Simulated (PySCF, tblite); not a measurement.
# C26H16: electronic excitations, NMR shifts

Aim: compute the electronic excitations, NMR shifts of C26H16 (`c1ccc2c(c1)ccc1c2ccc2c3ccc4ccccc4c3ccc12`).

Computed with tblite 0.8.0 and PySCF 2.14.0 and routines of our own; the level stands in each step. Atoms count from 0.

## Step 1: The starting structure

42 atoms, charge 0, multiplicity 1; geometry from: force field, distance geometry or constructed start.

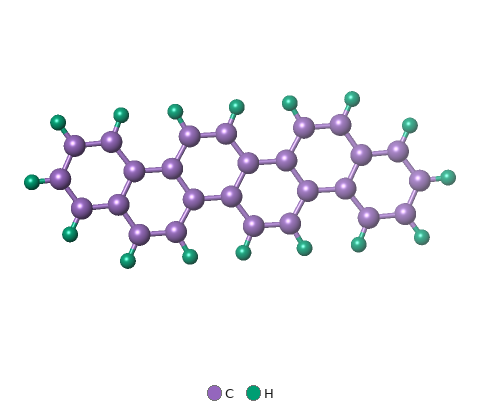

The starting geometry (carbon purple, hydrogen teal).

## Step 2: Optimising the geometry with GFN2-xTB

What the job is given:

```
{"job": {"kind": "relax", "xc": "GFN2-xTB", "basis": "xTB"}, "charge": 0, "multiplicity": 1}
C     -6.792000    -0.801800    -0.521400
C     -6.416400    -0.151600     0.636900
C     -5.051700     0.074700     0.898700
C     -4.031000    -0.322200    -0.004800
C     -4.459400    -0.983600    -1.172000
C     -5.826700    -1.212100    -1.426900
C     -3.515100    -1.406800    -2.106200
C     -2.150400    -1.193300    -1.883500
C     -1.648900    -0.550300    -0.733700
C     -2.617400    -0.113000     0.217200
C     -2.122300     0.529700     1.357500
C     -0.757900     0.739100     1.572700
C      0.229400     0.327800     0.666900
C      1.653900     0.547700     0.885900
C      2.151600     1.201100     2.040300
C      3.513300     1.409100     2.264300
C      4.458800     0.984300     1.331500
C      5.822400     1.208200     1.578400
C      6.796300     0.801700     0.677500
C      6.416000     0.155000    -0.486000
C      5.054700    -0.073300    -0.741000
C      4.029400     0.328000     0.153500
C      2.618000     0.116800    -0.053900
C      2.116000    -0.535300    -1.205900
C      0.755800    -0.738500    -1.416700
C     -0.238800    -0.328100    -0.504300
H     -7.847000    -0.981500    -0.726000
H     -7.163300     0.173600     1.360800
H     -4.817600     0.587800     1.824100
H     -6.138700    -1.717400    -2.330800
H     -3.819500    -1.914700    -3.016300
H     -1.490300    -1.560200    -2.661000
H     -2.789800     0.895300     2.132200
H     -0.493100     1.249000     2.499600
H      1.489600     1.563200     2.813100
H      3.823600     1.917500     3.167500
H      6.139000     1.717800     2.485200
H      7.848600     0.986300     0.877900
H      7.163800    -0.177000    -1.204600
H      4.813400    -0.584100    -1.669700
H      2.788700    -0.897500    -1.975100
H      0.501100    -1.255900    -2.337000
```

Run with:

```
OMP_NUM_THREADS=1 python large_run.py task.json out
```

One launch serves the whole session: the jobs run in the order shown.

Log:

```text
step      E/eV     max force
  0   -1737.30022    2.416
  1   -1737.48779    1.050
  2   -1737.52720    0.308
  3   -1737.53707    0.201
  4   -1737.55821    0.262
  5   -1737.57299    0.266
  6   -1737.59477    0.285
  7   -1737.61282    0.211
  8   -1737.62912    0.205
  9   -1737.63976    0.201
 10   -1737.64768    0.132
 11   -1737.65469    0.132
 12   -1737.66009    0.110
 13   -1737.66279    0.062
 14   -1737.66388    0.053
 15   -1737.66448    0.042
 16   -1737.66502    0.038
 17   -1737.66542    0.029
 18   -1737.66566    0.022
 19   -1737.66581    0.020
 20   -1737.66595    0.023
 21   -1737.66612    0.023
 22   -1737.66629    0.024
 23   -1737.66643    0.023
 24   -1737.66657    0.028
 25   -1737.66669    0.024
 26   -1737.66676    0.013
```

Wall time 1 s (1 thread of AMD EPYC 9B14, shared host); peak memory 0.19 GiB.

Along the way:

```tsv
step	energy from step 0 (eV)	largest force (eV/Å)
0	0.0000	2.4163
1	-0.1876	1.0500
2	-0.2270	0.3078
3	-0.2369	0.2009
4	-0.2580	0.2621
5	-0.2728	0.2667
6	-0.2945	0.2846
7	-0.3126	0.2107
8	-0.3289	0.2049
9	-0.3395	0.2009
10	-0.3475	0.1317
11	-0.3545	0.1327
13	-0.3626	0.0614
14	-0.3637	0.0539
15	-0.3643	0.0419
16	-0.3648	0.0377
18	-0.3654	0.0225
19	-0.3656	0.0200
20	-0.3657	0.0234
22	-0.3661	0.0241
23	-0.3662	0.0229
24	-0.3664	0.0274
25	-0.3665	0.0246
26	-0.3665	0.0135
```

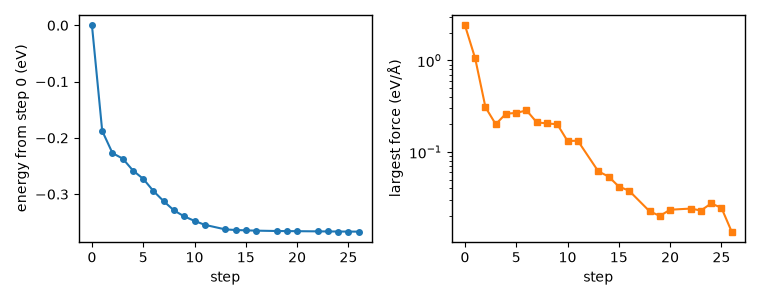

Energy and largest force along the relaxation.

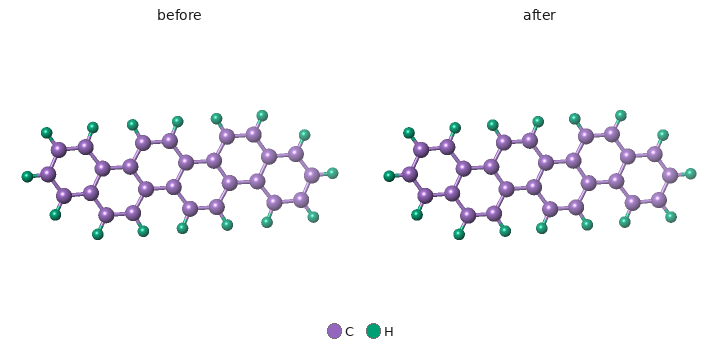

The geometry before (left) and after (right).

Close pairs (by a distance rule), those that changed most:

```tsv
bond	before (Å)	after (Å)	change (Å)
C6–C7	1.399	1.355	-0.044
C14–C15	1.396	1.355	-0.040
C10–C11	1.397	1.360	-0.037
C1–C2	1.408	1.372	-0.036
C19–C20	1.404	1.372	-0.032
C23–C24	1.391	1.360	-0.031
C4–C6	1.394	1.417	+0.023
C15–C16	1.394	1.417	+0.022
```

The final coordinates are the input of the step that follows.

## Step 3: Electronic excitations: TDA PBE0/6-31G*

What the job is given:

```
{"job": {"kind": "uv", "basis": "6-31G*", "grid": 1, "kgrid": 0, "vcut": 1.5, "nstates": 6, "ntriplets": 2, "tda": true, "delta": ["ip_vertical"], "pop": true, "xc": "PBE0"}, "charge": 0, "multiplicity": 1}
C     -6.704580    -0.787389    -0.510846
C     -6.299367    -0.137361     0.657610
C     -4.969266     0.088765     0.905733
C     -3.973870    -0.322214     0.000767
C     -4.394257    -0.979692    -1.179817
C     -5.762408    -1.201122    -1.413945
C     -3.419283    -1.407009    -2.115015
C     -2.097525    -1.199596    -1.899813
C     -1.623885    -0.545141    -0.730794
C     -2.567258    -0.106875     0.220044
C     -2.086030     0.543067     1.378423
C     -0.758565     0.749686     1.590148
C      0.222189     0.327086     0.663624
C      1.623783     0.545778     0.886771
C      2.097569     1.201806     2.054823
C      3.419332     1.409697     2.269567
C      4.394241     0.981162     1.335026
C      5.762393     1.202441     1.568510
C      6.704197     0.788578     0.665216
C      6.298560     0.138562    -0.502959
C      4.968452    -0.087248    -0.750785
C      3.973562     0.323228     0.154885
C      2.567092     0.106675    -0.063726
C      2.085974    -0.544756    -1.221397
C      0.758402    -0.751116    -1.433031
C     -0.222271    -0.327215    -0.506954
H     -7.755100    -0.959584    -0.694137
H     -7.041976     0.189476     1.371418
H     -4.697543     0.593710     1.819048
H     -6.057621    -1.705747    -2.323404
H     -3.754597    -1.907711    -3.012147
H     -1.397317    -1.543945    -2.642738
H     -2.781318     0.890386     2.125773
H     -0.464459     1.252568     2.496847
H      1.397784     1.547540     2.797439
H      3.754903     1.911146     3.166082
H      6.057917     1.706930     2.477720
H      7.754596     0.960970     0.848371
H      7.041126    -0.188060    -1.216738
H      4.696750    -0.592047    -1.664172
H      2.781336    -0.893918    -1.967899
H      0.464167    -1.255592    -2.338900
```

With the program's defaults for keys left out, this is: TDA PBE0/6-31G*, vertical, gas phase, core orbitals frozen in the response, virtual orbitals cut by energy.

Log:

```text
start: PBE on a coarse grid of 35949 points
cycle   1  E = -999.2402769720  dE =  4.541e+00  |g| = 8.648e-01  |ddm| = 8.495e+00
cycle   2  E = -999.1589861039  dE =  8.129e-02  |g| = 1.030e+00  |ddm| = 2.659e+00
cycle   3  E = -999.4546011641  dE = -2.956e-01  |g| = 1.737e-01  |ddm| = 1.608e+00
cycle   4  E = -999.4593591932  dE = -4.758e-03  |g| = 1.174e-01  |ddm| = 3.607e-01
cycle   5  E = -999.4639108965  dE = -4.552e-03  |g| = 2.342e-02  |ddm| = 1.837e-01
cycle   6  E = -999.4640162712  dE = -1.054e-04  |g| = 1.235e-02  |ddm| = 3.829e-02
cycle   7  E = -999.4640529712  dE = -3.670e-05  |g| = 5.173e-03  |ddm| = 1.915e-02
final grid: 157941 points
cycle   8  E = -999.2835943352  dE = -1.098e-02  |g| = 4.816e-02  |ddm| = 1.575e+00
cycle   9  E = -999.2837103297  dE = -1.160e-04  |g| = 4.463e-02  |ddm| = 1.288e-01
cycle  10  E = -999.2842402316  dE = -5.299e-04  |g| = 1.460e-02  |ddm| = 7.486e-02
cycle  11  E = -999.2842920016  dE = -5.177e-05  |g| = 3.422e-03  |ddm| = 2.113e-02
cycle  12  E = -999.2842954219  dE = -3.420e-06  |g| = 1.305e-03  |ddm| = 5.878e-03
cycle  13  E = -999.2842987008  dE = -3.279e-06  |g| = 5.089e-04  |ddm| = 2.072e-03
cycle  14  E = -999.2842979026  dE =  7.983e-07  |g| = 1.620e-04  |ddm| = 8.316e-04
cycle  15  E = -999.2842979162  dE = -1.359e-08  |g| = 3.767e-05  |ddm| = 2.708e-04
converged SCF energy = -999.2842979162
Vertical ionisation energy (delta-SCF) = 6.8515 eV   <S^2> = 0.764

Static polarisability (au): isotropic 309.324, principal 76.751 270.415 580.807

Singlet excitations
state   eV       nm        f      main configurations
  1   3.6736    337.5   0.00990   H->L+1 0.47, H-1->L 0.34, H->L 0.13
  2   3.8282    323.9   0.21553   H->L 0.71, H->L+1 0.12, H-1->L+1 0.10
  3   4.1947    295.6   0.00000   H->L+2 0.41, H-2->L 0.33, H-1->L+2 0.11
  4   4.2596    291.1   0.00000   H-2->L+1 0.38, H-1->L+2 0.27, H->L+2 0.26
  5   4.4937    275.9   0.00000   H-2->L 0.55, H->L+2 0.24
  6   4.5845    270.4   1.85104   H-1->L+1 0.34, H-1->L 0.31, H->L+1 0.18

Triplet excitations (Tamm-Dancoff, eV): 2.7359 3.1062
```

Run time: 1.9 min. Hardware: 1 thread of AMD EPYC 9B14, shared host; peak memory 0.69 GiB.

Frontier orbitals and where they lie:

```tsv
orbital	eV	atoms
HOMO−4	-7.10	C0 13 %, C18 13 %, C21 12 %
HOMO−3	-7.10	C1 8 %, C19 7 %, C23 7 %
HOMO−2	-6.27	C14 8 %, C7 8 %, C5 8 %
HOMO−1	-6.08	C25 10 %, C12 10 %, C18 7 %
HOMO	-5.67	C11 9 %, C24 9 %, C15 8 %
LUMO	-1.29	C11 9 %, C24 9 %, C6 8 %
LUMO+1	-1.05	C12 11 %, C25 11 %, C23 9 %
LUMO+2	-0.79	C7 9 %, C14 9 %, C15 8 %
LUMO+3	-0.07	C1 8 %, C19 8 %, C23 6 %
```

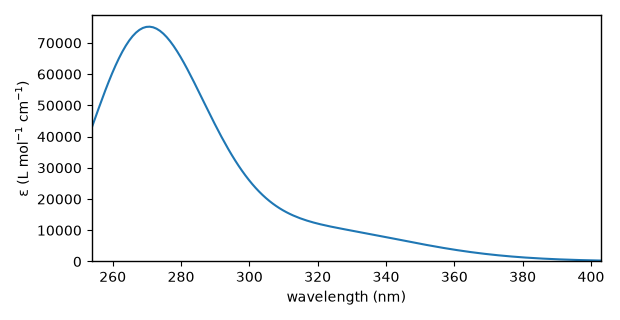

Absorption spectrum: each of the 6 states is a Gaussian band of 0.4 eV half-width at 1/e. Beyond the last state computed it falls off for lack of states.

Ground-state properties from the same run:

```tsv
property	computed
dipole moment (D)	0.00
polarisability (Å³)	45.84
HOMO–LUMO gap (eV)	4.38
−ε(HOMO) (eV)	5.67
```

## Step 4: NMR shifts: GIAO KT3/pcSseg-1

Settings changed since step 3:

```diff
@@ -1,2 +1,2 @@
-{"job": {"kind": "uv", "basis": "6-31G*", "grid": 1, "kgrid": 0, "vcut": 1.5, "nstates": 6, "ntriplets": 2, "tda": true, "delta": ["ip_vertical"], "pop": true, "xc": "PBE0"}, "charge": 0, "multiplicity": 1}
+{"job": {"kind": "nmr", "xc": "KT3", "basis": "pcSseg-1", "pop": false}, "charge": 0, "multiplicity": 1}
 C     -6.704580    -0.787389    -0.510846
```

With the program's defaults for keys left out, this is: GIAO KT3/pcSseg-1 NMR shielding, non-relativistic, gas phase.

Log:

```text
start: PBE on a coarse grid of 35949 points
cycle   1  E = -998.6539049272  dE =  4.514e+00  |g| = 8.467e-01  |ddm| = 8.707e+00
cycle   2  E = -998.5561025660  dE =  9.780e-02  |g| = 1.049e+00  |ddm| = 3.361e+00
cycle   3  E = -998.8562816765  dE = -3.002e-01  |g| = 1.555e-01  |ddm| = 2.028e+00
cycle   4  E = -998.8590552242  dE = -2.774e-03  |g| = 1.151e-01  |ddm| = 3.437e-01
cycle   5  E = -998.8633472820  dE = -4.292e-03  |g| = 2.250e-02  |ddm| = 1.894e-01
cycle   6  E = -998.8634429730  dE = -9.569e-05  |g| = 1.204e-02  |ddm| = 3.611e-02
cycle   7  E = -998.8634754151  dE = -3.244e-05  |g| = 4.717e-03  |ddm| = 1.775e-02
final grid: 335225 points
cycle   8  E = -1017.0390998399  dE = -6.012e-02  |g| = 2.617e-02  |ddm| = 2.363e+00
cycle   9  E = -1017.0389361238  dE =  1.637e-04  |g| = 3.490e-02  |ddm| = 1.238e-01
cycle  10  E = -1017.0391848251  dE = -2.487e-04  |g| = 1.907e-02  |ddm| = 7.273e-02
cycle  11  E = -1017.0392837031  dE = -9.888e-05  |g| = 4.109e-03  |ddm| = 2.659e-02
cycle  12  E = -1017.0392869009  dE = -3.198e-06  |g| = 1.544e-03  |ddm| = 7.483e-03
cycle  13  E = -1017.0392894239  dE = -2.523e-06  |g| = 7.248e-04  |ddm| = 2.837e-03
cycle  14  E = -1017.0392906735  dE = -1.250e-06  |g| = 1.168e-04  |ddm| = 1.201e-03
cycle  15  E = -1017.0392891889  dE =  1.485e-06  |g| = 8.172e-05  |ddm| = 5.779e-04
converged SCF energy = -1017.0392891889

GIAO shielding tensors (ppm)
atom      isotropic    diamagn.    paramagn.     s11        s22        s33       span
  0 C       64.392     252.479    -188.087    -33.843     54.824    172.194    206.037
  1 C       64.285     245.588    -181.302    -34.066     56.035    170.888    204.954
  2 C       68.495     243.833    -175.338    -26.397     56.813    175.069    201.466
  3 C       62.562     238.225    -175.663     -8.600     14.690    181.597    190.197
  4 C       60.753     255.237    -194.485     -8.500      1.999    188.759    197.259
  5 C       62.172     233.431    -171.259    -28.240     57.620    157.138    185.379
  6 C       62.729     250.782    -188.053    -26.572     61.871    152.886    179.458
  7 C       69.751     250.440    -180.689    -24.516     61.626    172.142    196.658
  8 C       64.290     245.068    -180.777     -2.583     14.995    180.459    183.043
  9 C       64.475     255.620    -191.145     -4.976     15.986    182.415    187.391
 10 C       69.696     256.427    -186.731    -24.716     61.313    172.491    197.208
 11 C       69.502     255.320    -185.818    -24.605     60.882    172.228    196.833
 12 C       64.159     251.662    -187.503     -3.519     13.693    182.303    185.822
 13 C       64.303     244.682    -180.379     -2.555     15.003    180.461    183.016
 14 C       69.761     249.873    -180.112    -24.507     61.636    172.154    196.661
 15 C       62.741     250.517    -187.776    -26.564     61.871    152.915    179.478
 16 C       60.782     255.036    -194.254     -8.459      2.020    188.785    197.244
 17 C       62.201     233.100    -170.900    -28.205     57.634    157.173    185.378
 18 C       64.414     252.400    -187.986    -33.850     54.851    172.239    206.089
 19 C       64.309     245.665    -181.356    -34.039     56.042    170.925    204.964
 20 C       68.510     244.251    -175.741    -26.390     56.841    175.081    201.471
 21 C       62.575     238.372    -175.797     -8.571     14.680    181.617    190.188
 22 C       64.466     255.834    -191.369     -4.973     15.968    182.402    187.374
 23 C       69.683     256.865    -187.183    -24.731     61.305    172.474    197.205
 24 C       69.481     255.735    -186.254    -24.645     60.874    172.213    196.858
 25 C       64.150     251.844    -187.694     -3.529     13.680    182.300    185.828
 26 H       24.024      23.945       0.079     19.573     25.613     26.886      7.313
 27 H       23.923      26.951      -3.028     19.040     25.357     27.372      8.331
 28 H       22.795      37.093     -14.298     15.046     23.848     29.490     14.444
 29 H       23.779      29.785      -6.005     18.488     24.657     28.194      9.706
 30 H       23.711      34.802     -11.092     17.728     25.055     28.349     10.621
 31 H       22.767      38.282     -15.515     14.306     24.192     29.804     15.499
 32 H       22.654      37.975     -15.320     14.026     24.282     29.655     15.630
 33 H       22.612      38.649     -16.037     13.788     24.185     29.863     16.075
 34 H       22.770      38.189     -15.419     14.310     24.194     29.805     15.494
 35 H       23.712      34.607     -10.895     17.730     25.057     28.350     10.619
 36 H       23.783      29.602      -5.819     18.490     24.660     28.199      9.708
 37 H       24.025      23.895       0.130     19.573     25.613     26.890      7.316
 38 H       23.927      27.168      -3.241     19.045     25.362     27.374      8.329
 39 H       22.794      37.170     -14.376     15.043     23.847     29.492     14.449
 40 H       22.652      38.064     -15.412     14.023     24.279     29.654     15.632
 41 H       22.608      38.729     -16.120     13.782     24.180     29.863     16.081
```

Wall time 48 s (1 thread of AMD EPYC 9B14, shared host); peak memory 0.78 GiB.

The references, computed at this level on geometries of the same kind, shield at (ppm): 1H TMS 31.76, 13C TMS 184.7. Their shielding less the atom's gives the shift. The references are single molecules in the gas phase. Atoms listed in one row are averaged.

```tsv
atoms	environment	σ (ppm)	δ (ppm)
C4, C16	ring-fusion aromatic carbon	60.8	124.0
C5, C17	aromatic CH	62.2	122.5
C3, C21	ring-fusion aromatic carbon	62.6	122.2
C6, C15	aromatic CH	62.7	122.0
C12, C25	ring-fusion aromatic carbon	64.2	120.6
C8, C13	ring-fusion aromatic carbon	64.3	120.4
C1, C19	aromatic CH	64.3	120.4
C0, C18	aromatic CH	64.4	120.3
C9, C22	ring-fusion aromatic carbon	64.5	120.3
C2, C20	aromatic CH	68.5	116.2
C11, C24	aromatic CH	69.5	115.2
C10, C23	aromatic CH	69.7	115.0
C7, C14	aromatic CH	69.8	115.0
H33, H41	hydrogen on an aromatic CH	22.61	9.15
H32, H40	hydrogen on an aromatic CH	22.65	9.11
H31, H34	hydrogen on an aromatic CH	22.77	8.99
H28, H39	hydrogen on an aromatic CH	22.79	8.97
H30, H35	hydrogen on an aromatic CH	23.71	8.05
H29, H36	hydrogen on an aromatic CH	23.78	7.98
H27, H38	hydrogen on an aromatic CH	23.92	7.84
H26, H37	hydrogen on an aromatic CH	24.02	7.74
```

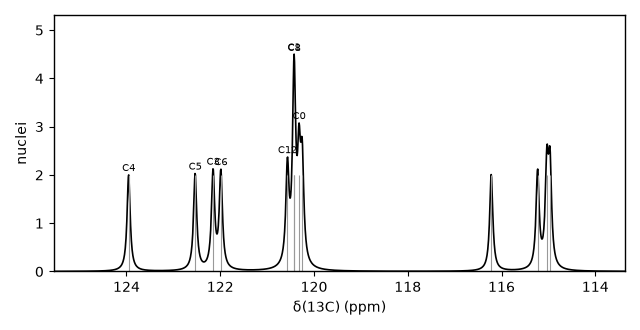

13C lines at the computed shifts, without couplings. Lines are broadened to a width of 0.08 ppm (Lorentzian).

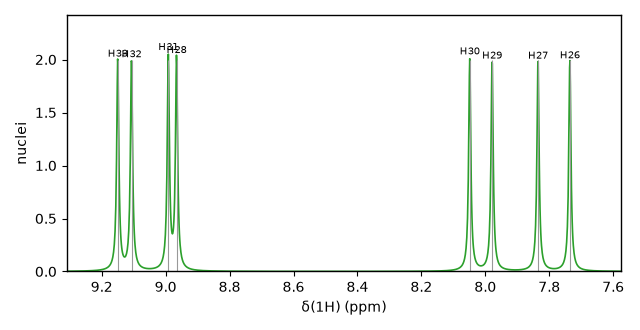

1H lines at the computed shifts, without couplings. Lines are broadened to a width of 0.01 ppm (Lorentzian).

Ring of atoms C0, C1, C2, C3, C4, C5: NICS(0) -8.9, NICS(1) -11.4, NICS(1)zz -28.1 ppm (means of both faces).

Ring of atoms C3, C4, C6, C7, C8, C9: NICS(0) -6.4, NICS(1) -9.5, NICS(1)zz -21.3 ppm (means of both faces).

Ring of atoms C8, C9, C10, C11, C12, C25: NICS(0) -7.0, NICS(1) -10.1, NICS(1)zz -22.8 ppm (means of both faces).

## Step 5: What came out

```
                                                              quantity                                                                                          value
                                          lowest singlet (PBE0/6-31G*)                                                                    3.67 eV (338 nm), f = 0.010
                              brightest single state of those computed                                                                    state 6, 4.58 eV, f = 1.851
                                                        lowest triplet                                                                                        2.74 eV
13C shifts against TMS (KT3/pcSseg-1, means over atoms taken as alike)  124.0, 122.5, 122.2, 122.0, 120.6, 120.4, 120.4, 120.3, 120.3, 116.2, 115.2, 115.0, 115.0 ppm
 1H shifts against TMS (KT3/pcSseg-1, means over atoms taken as alike)                                             9.15, 9.11, 8.99, 8.97, 8.05, 7.98, 7.84, 7.74 ppm
```

**Reading.** The lowest singlet, at 3.67 eV, is HOMO→LUMO+1 0.47, HOMO−1→LUMO 0.34 and is weak; of the 6 states computed, the strongest absorption comes from state 6 at 4.58 eV (the last computed, so partners may be missing). The lowest triplet lies 0.94 eV below the lowest singlet. NICS(1)zz of -28 ppm above the planar ring from C0 marks a diatropic (aromatic) ring current. NICS(1)zz of -21 ppm above the planar ring from C3 marks a diatropic (aromatic) ring current. NICS(1)zz of -23 ppm above the planar ring from C8 marks a diatropic (aromatic) ring current.
